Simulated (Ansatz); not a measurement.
# AlH4NO2 (SMILES [NH2][Al]([OH])[OH]): what the fields show

Input file:

```
crystal:
  periodic: [false, false, false]
  atoms:
    - { symbol: "N", position_ang: [-0.2981, 1.5357, 0.1738] }
    - { symbol: Al, position_ang: [0.1397, -0.2007, -0.3354] }
    - { symbol: O, position_ang: [1.8403, -0.5704, -0.8313] }
    - { symbol: O, position_ang: [-1.0399, -1.5225, -0.3225] }
    - { symbol: H, position_ang: [-1.1213, 1.8613, -0.4917] }
    - { symbol: H, position_ang: [-0.7456, 1.5414, 1.1243] }
    - { symbol: H, position_ang: [2.346, -0.814, 0.0361] }
    - { symbol: H, position_ang: [-1.029, -1.8879, 0.591] }
basis:
  gaussian: { orbitals: def2-SVPD }
hamiltonian:
  xc: b3lyp
  dispersion: d4
relax:
  f_tol: 0.015
  max_steps: 40
output:
  orbitals: {}
```

Command:

```sh
ansatz run input.yaml --threads 2 --pin off --max-ram 3072MiB --backend cpu --events-out ev --progress --plain --runs-dir out
```

The fields are those of the run's last geometry, not of the input's.

Theory: Ansatz 0.2.0, RKS B3LYP-D4/def2-SVPD.

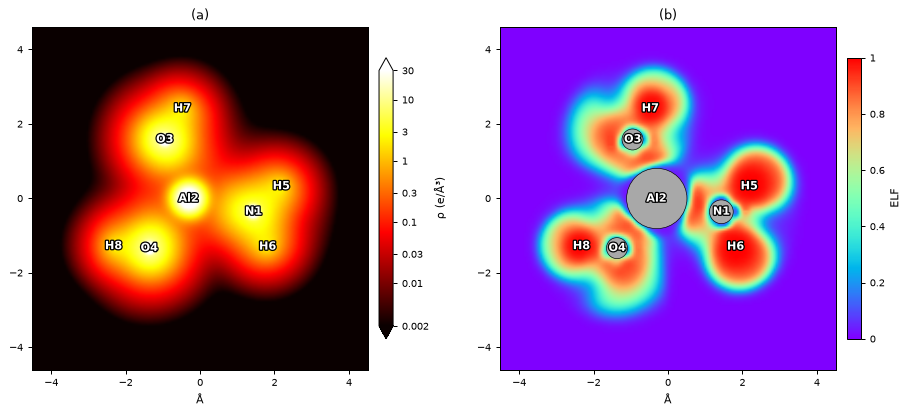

Figure 1. (a) total electron density; (b) ELF on the molecular plane. Grey discs cover the atomic cores in the ELF map.

Question: Describe what can be read from this map.

Answer: Atoms in the plane: N, Al, O and H.
Al–O (1.71 Å): ρ is about 0.83 e/Å³ halfway; the ELF peaks at about 0.85 in the valence shell of O, 0.6 Å from its nucleus, and is about 0.40 at the midpoint.
Al–N (1.77 Å): the density is about 0.85 e/Å³ at the midpoint; the ELF peaks at about 0.90 in the valence shell of N, 0.6 Å from its nucleus, and is about 0.55 at the midpoint.
O–H (0.96 Å): ρ at the midpoint is about 3.7 e/Å³; the ELF climbs to about 1 towards the hydrogen, as it does in any bond to H; a covalent bond by its length.
N–H (1.01 Å): ρ is about 2.8 e/Å³ halfway; the ELF climbs to about 1 towards the hydrogen (a covalent bond by its length).
The ELF also peaks beside O4 and O3, away from the bonds: lone-pair regions.

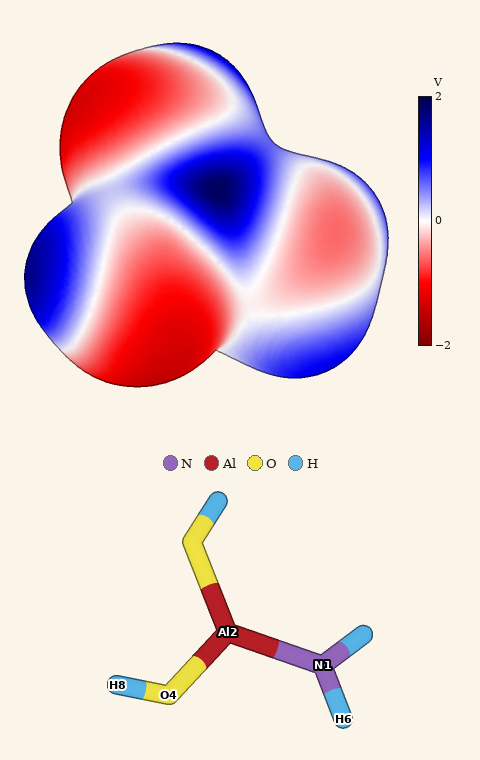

Figure 2. The molecular electrostatic potential painted on the density surface at 0.001 e/bohr³, seen at a tilt; the colour scale runs from red (negative) to blue (positive). The bare structure is drawn below in the same view.

Question: Which sites attract a positive test charge, and which a negative one?

Answer: A positive charge is drawn to the negative regions and a negative charge to the positive ones. The most negative region (about −1.4 V, or −32 kcal/mol for a unit charge) lies over O4, the most positive (about +1.8 V, or +42 kcal/mol for a unit charge) over Al2 and H7. O4 is the likeliest acceptor of a hydrogen bond.

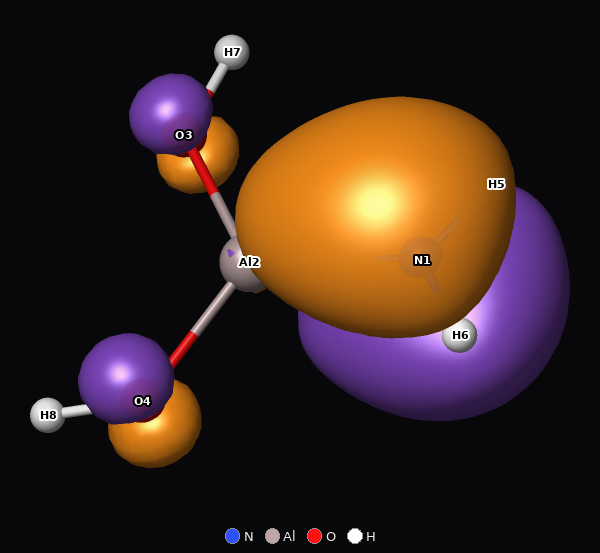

Figure 3. One frontier orbital at ±0.1 Å⁻³ᐟ² (orange and purple are the two phases), seen at a tilt.

Question: Which orbital is it: HOMO or LUMO?

Answer: The HOMO, at −7.22 eV. Its weight (Hirshfeld) is mainly on N1 (about 70 %); it changes sign across the molecular plane (π type).
